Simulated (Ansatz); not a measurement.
**C2H7AsSi: density, localisation and related maps**

The calculation's input:

```
crystal:
  periodic: [false, false, false]
  atoms:
    - { symbol: C, position_ang: [-0.9935, 1.3316, -0.1102] }
    - { symbol: As, position_ang: [0.4783, 0.8198, 1.0095] }
    - { symbol: C, position_ang: [0.1176, -1.0955, 0.7901] }
    - { symbol: Si, position_ang: [1.3651, -0.7259, -0.5908] }
    - { symbol: H, position_ang: [-1.9115, 0.7026, 0.0212] }
    - { symbol: H, position_ang: [-1.334, 2.4256, 0.1549] }
    - { symbol: H, position_ang: [-0.7304, 1.3703, -1.19] }
    - { symbol: H, position_ang: [0.656, -1.6925, 1.5955] }
    - { symbol: H, position_ang: [-0.8741, -1.3526, 0.5333] }
    - { symbol: H, position_ang: [2.6729, -1.1791, -0.316] }
    - { symbol: H, position_ang: [1.27546, 1.96566, 1.61113] }
basis:
  gaussian: { orbitals: def2-SVP }
hamiltonian:
  xc: b3lyp
relax:
  f_tol: 0.02
  max_steps: 50
output:
  orbitals: {}
```

Launched as:

```sh
ansatz run input.yaml --threads 2 --pin off --max-ram 3072MiB --backend cpu --events-out ev --progress --plain --runs-dir out
```

The fields are those of the run's last geometry, not of the input's.

Method: RKS B3LYP/def2-SVP in Ansatz.

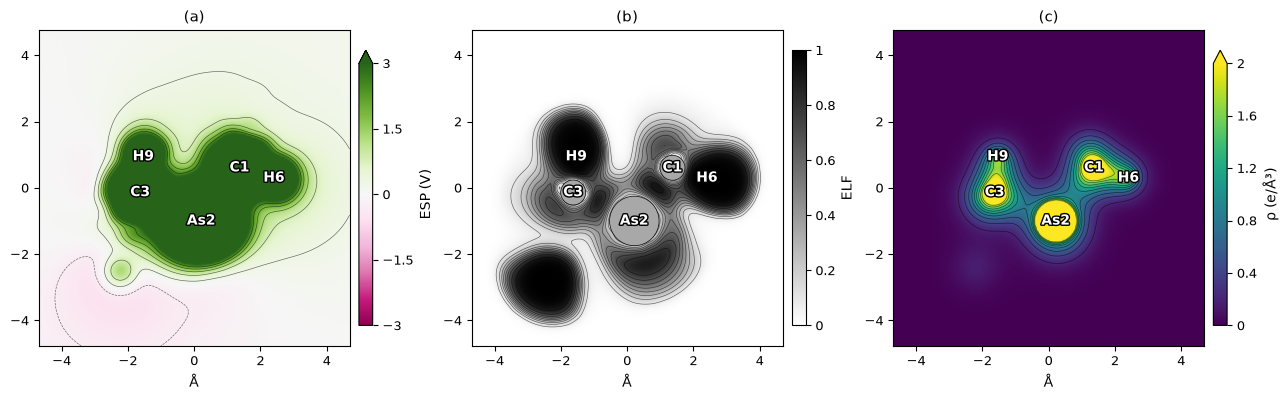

Figure 1. (a) molecular electrostatic potential; (b) ELF; (c) total electron density on the plane of atoms C1, As2 and C3. Grey discs cover the atomic cores in the ELF map.

Question: What does the map show?

Answer: The plane passes through C, As and H nuclei.
C–As (1.97 Å): ρ is about 0.91 e/Å³ halfway; the ELF peaks at about 0.90 between the atoms; a covalent bond.
C–H (1.10 Å): ρ at the midpoint is about 1.9 e/Å³; the ELF climbs to about 1 towards the hydrogen, as it does in any bond to H; an ordinary covalent bond to hydrogen.
C–As (2.03 Å): the density is about 0.81 e/Å³ at the midpoint; the ELF peaks at about 0.90 between the atoms; localised, covalent bonding.
The ELF also peaks beside As2, away from the bonds: lone-pair regions.
Outside the dense part of the molecule the potential is most negative (−0.5 V) near H10, which lies off the plane.

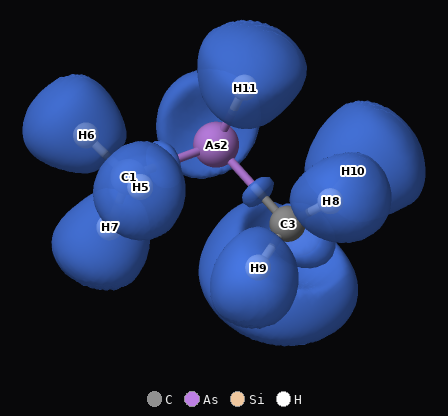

Figure 2. Isosurface of the electron localisation function at 0.8 (blue), seen at a tilt. Only the valence region is drawn (cores and ρ < 0.01 e/Å³ removed).

Question: What do the ELF domains correspond to?

Answer: The surface consists of two regions between bonded As–C atoms (shared pairs), one region between bonded C–Si atoms (shared pairs), seven regions around hydrogen nuclei, one lobe on As, pointing away from the bonds (lone pairs) and one lobe on Si, pointing away from the bonds (lone pairs). Along the contacts the grid gives the following. C–Si (1.91 Å): the ELF peaks at about 0.95 between the atoms; a shared electron pair.

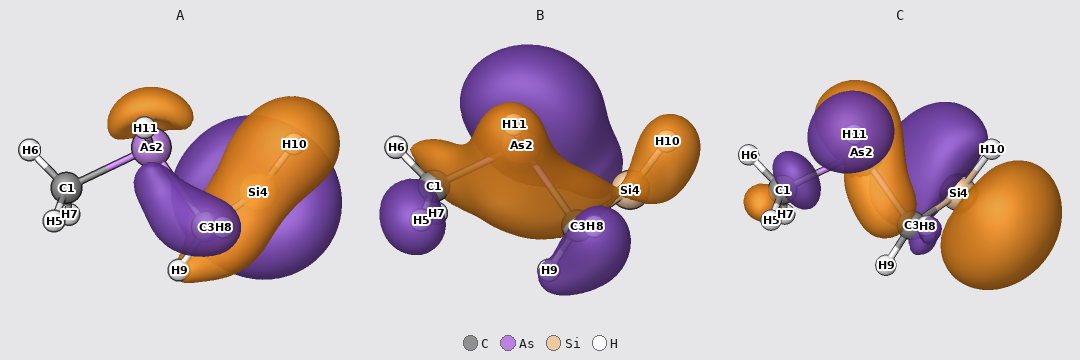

Figure 3. Three frontier orbitals at ±0.08 Å⁻³ᐟ² (orange and purple are the two phases), in no order.

Question: Which picture is the HOMO−1, the HOMO and the LUMO?

Answer: B is the HOMO−1 (−7.18 eV). By Hirshfeld shares it lies mainly on As2 (about 60 %), C3 (about 10 %) and C1 (about 5 %). A is the HOMO (−5.84 eV). By Hirshfeld shares it lies mainly on Si4 (about 70 %), C3 (about 10 %), H10 (about 10 %) and As2 (about 5 %). C is the LUMO (−1.77 eV). By Hirshfeld shares it lies mainly on Si4 (about 65 %), As2 (about 15 %) and H11 (about 5 %).

Question: What is the HOMO–LUMO gap?

Answer: 4.07 eV between the orbital energies.
